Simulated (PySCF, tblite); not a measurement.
# C₄H₁₁N₃: a rotation path, then NMR shifts on frames, part 2 of 2

tblite 0.8.0 and PySCF 2.14.0. Atoms count from 0. Earlier steps stand in the parts before.

## 5. Shielding tensors: image 4, PBE0/pcSseg-1

The job: settings as JSON, then the geometry in Å.

```
{"job": {"kind": "nmr", "xc": "PBE0", "basis": "pcSseg-1", "pop": false}, "charge": 0, "multiplicity": 1}
N     -2.037100     1.686900    -0.077900
C     -1.835300     0.513000    -0.471400
C     -0.916000    -0.390900     0.309800
N     -0.360500     0.257200     1.485800
C      0.174200    -0.942100    -0.653900
C      1.612400    -0.845800    -0.140000
N      2.146200     0.493800    -0.341300
H     -2.653000     2.254000    -0.654900
H     -2.267600     0.061300    -1.375500
H     -1.516000    -1.239500     0.664700
H     -0.036700     1.181900     1.215400
H     -1.109400     0.419300     2.151300
H     -0.044400    -1.991400    -0.854900
H      0.134500    -0.402300    -1.601400
H      1.647800    -1.180400     0.906500
H      2.227200    -1.522000    -0.742200
H      1.689000     1.144500     0.287400
H      3.135800     0.508700    -0.119200
```

Level: GIAO PBE0/pcSseg-1 NMR shielding, non-relativistic, gas phase.

The program printed:

```text
coarse grid: 14352 points
cycle   1  E = -322.7384428040  dE =  7.572e-01  |g| = 5.534e-01  |ddm| = 3.666e+00
cycle   2  E = -322.6828602757  dE =  5.558e-02  |g| = 7.667e-01  |ddm| = 1.279e+00
cycle   3  E = -322.8070119409  dE = -1.242e-01  |g| = 1.188e-01  |ddm| = 7.738e-01
cycle   4  E = -322.8096317650  dE = -2.620e-03  |g| = 5.497e-02  |ddm| = 1.310e-01
cycle   5  E = -322.8102854774  dE = -6.537e-04  |g| = 8.277e-03  |ddm| = 5.203e-02
cycle   6  E = -322.8102987036  dE = -1.323e-05  |g| = 3.030e-03  |ddm| = 1.043e-02
cycle   7  E = -322.8103006999  dE = -1.996e-06  |g| = 5.608e-04  |ddm| = 3.192e-03
final grid: 136904 points
cycle   8  E = -322.8453065115  dE = -4.105e-05  |g| = 9.838e-03  |ddm| = 3.200e-02
cycle   9  E = -322.8452967452  dE =  9.766e-06  |g| = 1.201e-02  |ddm| = 1.942e-02
cycle  10  E = -322.8453292337  dE = -3.249e-05  |g| = 1.130e-03  |ddm| = 1.079e-02
cycle  11  E = -322.8453294838  dE = -2.501e-07  |g| = 4.760e-04  |ddm| = 1.210e-03
cycle  12  E = -322.8453295310  dE = -4.715e-08  |g| = 1.041e-04  |ddm| = 4.509e-04
cycle  13  E = -322.8453295332  dE = -2.164e-09  |g| = 3.584e-05  |ddm| = 1.258e-04
cycle  14  E = -322.8453295334  dE = -2.622e-10  |g| = 6.382e-06  |ddm| = 3.813e-05
converged SCF energy = -322.8453295334

GIAO shielding tensors (ppm)
atom      isotropic    diamagn.    paramagn.     s11        s22        s33       span
  0 N      -66.633     319.814    -386.447   -384.595    -69.457    254.153    638.748
  1 C        2.939     252.730    -249.791   -108.716     -2.317    119.850    228.566
  2 C      129.483     244.171    -114.688    112.043    126.780    149.627     37.585
  3 N      232.366     316.380     -84.014    200.577    222.732    273.788     73.211
  4 C      151.779     247.785     -96.006    139.347    148.980    167.011     27.664
  5 C      144.156     243.575     -99.419    129.228    137.488    165.753     36.525
  6 N      225.213     314.432     -89.219    187.752    228.430    259.456     71.704
  7 H       21.209      28.800      -7.591     14.876     23.884     24.866      9.990
  8 H       23.207      30.133      -6.926     21.256     23.273     25.092      3.836
  9 H       28.410      30.757      -2.346     23.460     27.711     34.061     10.601
 10 H       30.716      33.578      -2.862     25.247     28.110     38.790     13.543
 11 H       30.850      31.392      -0.542     24.065     26.061     42.425     18.359
 12 H       29.604      30.989      -1.385     24.351     28.711     35.751     11.400
 13 H       30.349      31.352      -1.003     26.319     29.834     34.895      8.575
 14 H       27.535      29.810      -2.275     24.471     26.177     31.956      7.485
 15 H       29.060      28.797       0.262     23.474     28.311     35.394     11.920
 16 H       31.488      33.280      -1.792     23.095     32.651     38.717     15.621
 17 H       30.980      29.491       1.489     23.486     27.244     42.212     18.726
```

It took 11 s on 1 thread of AMD EPYC 9B45, shared host; peak memory 0.81 GiB.

In short: δ C1 184.0, C2 57.4, C5 42.8, C4 35.1, H7 10.51, H8 8.51 ppm.

## 6. Shielding tensors: image 6, PBE0/pcSseg-1

The job: settings as JSON, then the geometry in Å.

```
{"job": {"kind": "nmr", "xc": "PBE0", "basis": "pcSseg-1", "pop": false}, "charge": 0, "multiplicity": 1}
N     -2.372000     1.504900    -0.115800
C     -2.000300     0.341800    -0.404100
C     -0.811600    -0.249100     0.311900
N     -0.233200     0.674200     1.273200
C      0.211400    -0.698200    -0.753700
C      1.614700    -0.963200    -0.202000
N      2.322700     0.290500    -0.003700
H     -3.159300     1.872800    -0.643000
H     -2.451800    -0.298300    -1.174900
H     -1.147400    -1.138000     0.864500
H     -0.083000     1.561300     0.799100
H     -0.919500     0.859800     1.998300
H     -0.165400    -1.611600    -1.218400
H      0.300000     0.070800    -1.522300
H      1.536500    -1.571600     0.713700
H      2.172400    -1.539300    -0.947200
H      1.887000     0.786100     0.767600
H      3.289800     0.113400     0.245200
```

Method: GIAO PBE0/pcSseg-1 NMR shielding, non-relativistic, gas phase.

The program printed:

```text
coarse grid: 14352 points
cycle   1  E = -322.7471354481  dE =  7.635e-01  |g| = 5.528e-01  |ddm| = 3.661e+00
cycle   2  E = -322.6881549795  dE =  5.898e-02  |g| = 7.756e-01  |ddm| = 1.314e+00
cycle   3  E = -322.8157896612  dE = -1.276e-01  |g| = 1.169e-01  |ddm| = 7.989e-01
cycle   4  E = -322.8183248439  dE = -2.535e-03  |g| = 5.436e-02  |ddm| = 1.275e-01
cycle   5  E = -322.8189634353  dE = -6.386e-04  |g| = 8.293e-03  |ddm| = 5.202e-02
cycle   6  E = -322.8189766164  dE = -1.318e-05  |g| = 3.110e-03  |ddm| = 1.039e-02
cycle   7  E = -322.8189787391  dE = -2.123e-06  |g| = 4.995e-04  |ddm| = 3.290e-03
final grid: 136904 points
cycle   8  E = -322.8532675461  dE = -4.104e-05  |g| = 9.276e-03  |ddm| = 3.030e-02
cycle   9  E = -322.8532584425  dE =  9.104e-06  |g| = 1.142e-02  |ddm| = 1.856e-02
cycle  10  E = -322.8532879949  dE = -2.955e-05  |g| = 1.087e-03  |ddm| = 1.024e-02
cycle  11  E = -322.8532882249  dE = -2.301e-07  |g| = 4.599e-04  |ddm| = 1.150e-03
cycle  12  E = -322.8532882687  dE = -4.379e-08  |g| = 1.084e-04  |ddm| = 4.465e-04
cycle  13  E = -322.8532882711  dE = -2.414e-09  |g| = 3.405e-05  |ddm| = 1.318e-04
cycle  14  E = -322.8532882714  dE = -2.403e-10  |g| = 6.042e-06  |ddm| = 3.707e-05
converged SCF energy = -322.8532882714

GIAO shielding tensors (ppm)
atom      isotropic    diamagn.    paramagn.     s11        s22        s33       span
  0 N      -73.722     318.970    -392.691   -397.841    -76.079    252.755    650.596
  1 C        3.350     252.413    -249.062   -108.052     -4.747    122.850    230.902
  2 C      124.324     244.280    -119.957    109.180    121.286    142.505     33.325
  3 N      224.245     316.833     -92.588    195.207    212.145    265.383     70.176
  4 C      148.690     248.064     -99.374    138.942    144.081    163.047     24.104
  5 C      141.435     243.022    -101.587    126.372    138.835    159.097     32.725
  6 N      227.559     314.249     -86.689    188.753    229.756    264.170     75.418
  7 H       20.940      28.316      -7.376     14.298     23.731     24.790     10.491
  8 H       23.119      29.947      -6.828     21.243     22.817     25.296      4.054
  9 H       28.494      30.982      -2.488     24.288     27.548     33.648      9.360
 10 H       30.780      33.346      -2.566     26.285     27.414     38.641     12.357
 11 H       30.553      31.756      -1.204     24.274     25.691     41.693     17.420
 12 H       29.767      31.393      -1.626     25.083     28.599     35.620     10.537
 13 H       30.468      31.475      -1.007     26.785     29.842     34.778      7.994
 14 H       28.113      29.841      -1.728     24.116     27.218     33.005      8.889
 15 H       28.820      28.798       0.022     23.348     28.183     34.930     11.582
 16 H       29.048      32.080      -3.032     19.275     29.493     38.376     19.100
 17 H       31.255      29.249       2.006     23.599     27.685     42.481     18.882
```

Wall time 11 s (1 thread of AMD EPYC 9B45, shared host); peak memory 0.81 GiB.

In short: δ C1 183.6, C2 62.6, C5 45.5, C4 38.2, H7 10.78, H8 8.60 ppm.

## 7. NMR shieldings: image 8, PBE0/pcSseg-1

The job: settings as JSON, then the geometry in Å.

```
{"job": {"kind": "nmr", "xc": "PBE0", "basis": "pcSseg-1", "pop": false}, "charge": 0, "multiplicity": 1}
N     -2.593500     1.323800    -0.105800
C     -2.052500     0.211200    -0.310300
C     -0.704100    -0.090600     0.293400
N     -0.177000     0.999600     1.096200
C      0.280100    -0.478500    -0.822800
C      1.595900    -1.038200    -0.280600
N      2.429100     0.040200     0.219200
H     -3.502100     1.467300    -0.539500
H     -2.481500    -0.604100    -0.911300
H     -0.832300    -0.960700     0.955400
H     -0.086900     1.820800     0.504200
H     -0.853900     1.239600     1.814200
H     -0.191200    -1.226700    -1.462800
H      0.504200     0.403900    -1.423800
H      1.368600    -1.807900     0.478600
H      2.139400    -1.528200    -1.096100
H      1.895000     0.568800     0.904700
H      3.254200    -0.333800     0.675300
```

Level: GIAO PBE0/pcSseg-1 NMR shielding, non-relativistic, gas phase.

The program printed:

```text
coarse grid: 14352 points
cycle   1  E = -322.7500293413  dE =  7.662e-01  |g| = 5.526e-01  |ddm| = 3.663e+00
cycle   2  E = -322.6907766588  dE =  5.925e-02  |g| = 7.761e-01  |ddm| = 1.325e+00
cycle   3  E = -322.8185092342  dE = -1.277e-01  |g| = 1.193e-01  |ddm| = 8.053e-01
cycle   4  E = -322.8211942415  dE = -2.685e-03  |g| = 5.343e-02  |ddm| = 1.282e-01
cycle   5  E = -322.8218091313  dE = -6.149e-04  |g| = 8.374e-03  |ddm| = 5.231e-02
cycle   6  E = -322.8218225055  dE = -1.337e-05  |g| = 3.120e-03  |ddm| = 1.036e-02
cycle   7  E = -322.8218246530  dE = -2.148e-06  |g| = 4.648e-04  |ddm| = 3.359e-03
final grid: 136904 points
cycle   8  E = -322.8564084177  dE = -4.434e-05  |g| = 9.405e-03  |ddm| = 3.114e-02
cycle   9  E = -322.8564002981  dE =  8.120e-06  |g| = 1.131e-02  |ddm| = 1.838e-02
cycle  10  E = -322.8564294651  dE = -2.917e-05  |g| = 1.045e-03  |ddm| = 1.006e-02
cycle  11  E = -322.8564296758  dE = -2.107e-07  |g| = 4.483e-04  |ddm| = 1.137e-03
cycle  12  E = -322.8564297169  dE = -4.110e-08  |g| = 1.148e-04  |ddm| = 4.380e-04
cycle  13  E = -322.8564297196  dE = -2.744e-09  |g| = 3.474e-05  |ddm| = 1.382e-04
cycle  14  E = -322.8564297199  dE = -2.474e-10  |g| = 6.244e-06  |ddm| = 3.923e-05
converged SCF energy = -322.8564297199

GIAO shielding tensors (ppm)
atom      isotropic    diamagn.    paramagn.     s11        s22        s33       span
  0 N      -76.373     317.879    -394.251   -398.765    -80.634    250.280    649.045
  1 C        3.444     252.379    -248.935   -106.015     -0.686    117.035    223.050
  2 C      120.674     244.464    -123.790    112.080    117.822    132.120     20.040
  3 N      222.456     316.326     -93.870    188.474    216.241    262.654     74.180
  4 C      149.519     247.626     -98.107    139.793    150.450    158.315     18.522
  5 C      137.012     243.467    -106.456    127.595    134.040    149.400     21.805
  6 N      228.698     314.958     -86.260    187.204    228.761    270.129     82.925
  7 H       20.951      28.003      -7.052     14.291     23.771     24.792     10.501
  8 H       23.246      30.156      -6.910     21.626     22.847     25.264      3.638
  9 H       28.606      31.439      -2.832     25.839     27.007     32.973      7.134
 10 H       30.961      33.071      -2.110     25.982     27.580     39.321     13.340
 11 H       30.259      31.822      -1.562     24.007     25.583     41.187     17.180
 12 H       29.911      31.560      -1.648     25.169     28.770     35.794     10.625
 13 H       30.542      31.483      -0.941     27.530     29.248     34.848      7.317
 14 H       28.296      30.295      -1.999     24.084     27.363     33.441      9.357
 15 H       28.483      28.612      -0.129     23.360     27.612     34.477     11.117
 16 H       27.996      31.643      -3.648     17.181     27.774     39.032     21.851
 17 H       31.364      29.485       1.880     23.703     28.036     42.354     18.651
```

It took 11 s on 1 thread of AMD EPYC 9B45, shared host; peak memory 0.81 GiB.

This run: δ C1 183.5, C2 66.3, C5 49.9, C4 37.4, H7 10.77, H8 8.47 ppm.

## 8. Comparing the runs: NMR shifts

Shifts (ppm) of some atoms, chosen among heavy atoms and hydrogens apart, with basis size and wall time:

```
  frame     C1    C2    C5   H13    H16     N0    N3  functions  time
image 0  189.7  61.0  41.1  2.11   0.48  340.2  35.5        174  12 s
image 2  187.8  58.5  42.6  1.74  -0.05  336.7  33.0        174  12 s
image 4  184.0  57.4  42.8  1.37   0.23  334.4  35.4        174  11 s
image 6  183.6  62.6  45.5  1.25   2.67  341.5  43.5        174  11 s
image 8  183.5  66.3  49.9  1.18   3.72  344.1  45.3        174  11 s
```

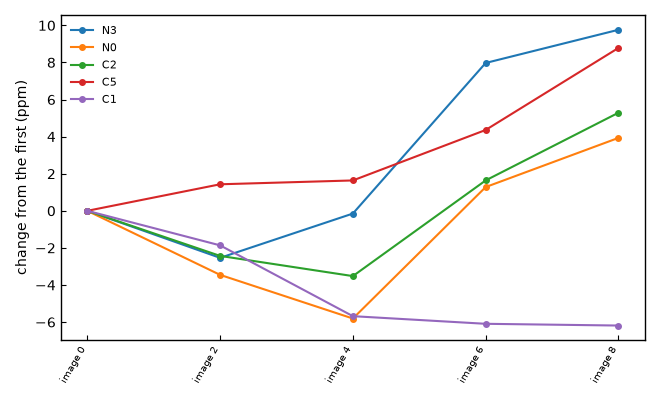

How five of the tabulated atoms move from run to run.

## 9. Outcome

The summary covers parts 1 to 2.

```
                                       quantity                                                                  value
                       lowest and highest image                                                    -0.061 and 0.158 eV
¹³C shifts against TMS (PBE0/pcSseg-1, image 0)                                            189.7, 61.0, 41.1, 38.8 ppm
 ¹H shifts against TMS (PBE0/pcSseg-1, image 0)  10.49, 8.97, 3.34, 3.33, 2.71, 2.11, 2.06, 1.33, 0.93, 0.58, 0.48 ppm
¹⁵N shifts against NH3 (PBE0/pcSseg-1, image 0)                                                  340.2, 41.2, 35.5 ppm
                       range of the shift of N3                                                       33.0 to 45.3 ppm
```

What this shows: The band dips 1.4 kcal/mol below its start, so the start is not the lowest point of the turn; from the lowest image the climb to the highest is 5.1 kcal/mol (GFN2-xTB, rough). Shifts at one fixed geometry are not the observed spectrum, which averages over the motion. In the first frame run (image 0): The widest tensor belongs to N0: span 635 ppm, with a paramagnetic part of -392 ppm. In ppm, N3 moves most: its shift spreads over 12.3 ppm, from 33.0 (image 2) to 45.3 (image 8).
